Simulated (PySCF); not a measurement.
# A diatomic session: SiH+

What are the lowest state that PBE0 finds, the bond length, vibrational wavenumber and bond energy of SiH+, and how much do these hang on the method?

Computed with PySCF 2.14.0. Level: Si def2-TZVPPD, H def2-TZVPPD, no relativity.

### 1 Set-up

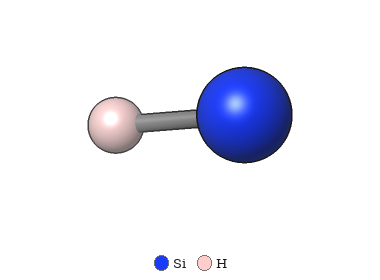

The two atoms at the starting distance (silicon blue, hydrogen pink).

Settings of the job:

```
atoms                         : Si, H
charge                        : 1
basis                         : Si def2-TZVPPD, H def2-TZVPPD
Hamiltonian                   : no relativity
basis functions               : 65
electrons treated             : 14
masses in u                   : 27.9769, 1.0078
levels                        : PBE0, PBE, r²SCAN, B3LYP, TPSS, MN15, M06-2X, r²SCANh, LC-ωPBE, HF, MP2, SCS-MP2, CCSD, CCSD(T)
grid                          : 80 radial by 434 angular points
occupations                   : held fixed by the projection of orbital angular momentum
dissociation limit            : Si+ + H, each in its ground configuration
starting distance in angstrom : 1.535
values of 2S to try           : 0, 2
```

Run with:

```
$ OMP_NUM_THREADS=1 python dia.py task.json out
```

Further steps of the session: PBE0 along the bond; Other states along the same grid; PBE (GGA); r²SCAN (meta-GGA); B3LYP; TPSS (meta-GGA); MN15 (hybrid meta-GGA); M06-2X (hybrid meta-GGA); r²SCANh (hybrid meta-GGA); LC-ωPBE (range-separated hybrid); RHF (mean field); Adding correlation.

Before running it: what results should come out? Wanted: for each run, Re; ωe; De; μ.

As calculated:

Lowest PBE0 solution found, without spin–orbit coupling: ¹Σ⁺ (singlet), closed shell. State 2 has its PBE0 minimum 1.98 eV higher. The other levels ran on the lowest alone.

```tsv
level	Re (Å)	ωe (cm⁻¹)	De (eV)	μ (D)
RHF	1.496	2265	2.44	0.56
RHF-MP2	1.499	2223	3.22	n/a
RHF-SCS-MP2	1.499	2219	3.34	n/a
RHF-CCSD	1.505	2172	3.36	n/a
RHF-CCSD(T)	1.507	2161	3.37	n/a
PBE	1.533	2047	3.27	0.42
TPSS	1.516	2126	3.45	0.48
r²SCAN	1.517	2115	3.26	0.48
r²SCANh	1.514	2135	3.24	0.49
B3LYP	1.515	2121	3.36	0.40
PBE0	1.519	2124	3.24	0.47
MN15	1.495	2201	3.40	0.39
M06-2X	1.503	2200	3.40	0.43
LC-ωPBE	1.508	2196	3.21	0.56
```

De is counted to Si+ + H in their ground configurations. A positive dipole points from Si to H; in an ion it is taken about the centre of mass and does not tell which atom is negative.

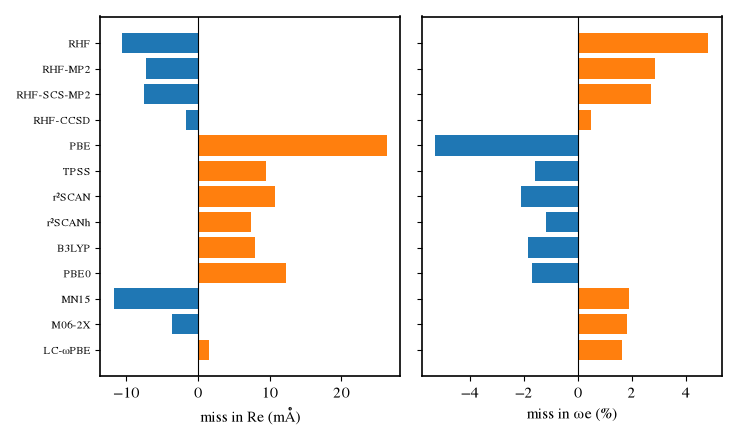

How far each level lies from CCSD(T) in the same basis.

Against CCSD(T) in the same basis, the bond length is nearest at RHF-CCSD and LC-ωPBE (2 mÅ off) and farthest at PBE (+26 mÅ); the wavenumber is nearest at RHF-CCSD (+0.5 %) and farthest at PBE (-5.3 %). Hartree–Fock makes the bond too short and too stiff against this reference, as it mostly does. PBE gives a bond that is too long and too soft, as GGAs tend to. Among the levels with a De in the table, it runs from 2.44 eV (RHF) to 3.45 eV (TPSS).

Correlated steps freeze 5 core orbitals.
